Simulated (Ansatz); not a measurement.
# Profile along the Zn–Zn line in Zn (hcp, Mg type)

Zn (hcp, Mg type)

Space group P6₃/mmc (No. 194); a = b = 2.647 Å, c = 4.679 Å, α = β = 90.00°, γ = 120.00°

```csv
atom,site,symmetry,x,y,z
Zn,2d,-6m2,0.6667,0.3333,0.2500
```

Fields along a shortest Zn–Zn line of a (-1 1 0 2) plane (2.65 Å), from Zn to Zn, interpolated on the slice's grid (step about 0.2 Å). All values below come from r2SCAN (plane waves to 500 eV, PAW, scalar-relativistic; Ansatz, an electronic-structure program). k mesh 20×20×10. Near the nuclei the fields are pseudised (PAW); where an atom keeps semicore shells as valence, they peak there. Zn was relaxed with its symmetry unable to fall.

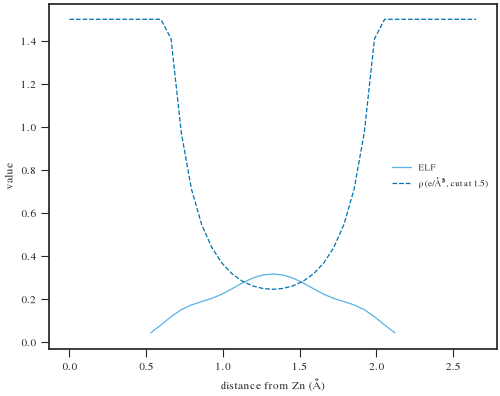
ELF (away from the nuclei) and valence density from Zn to Zn.

Density on the Zn–Zn line (2.65 Å) at its midpoint: 0.25 e/Å³. ELF at that point: 0.3.
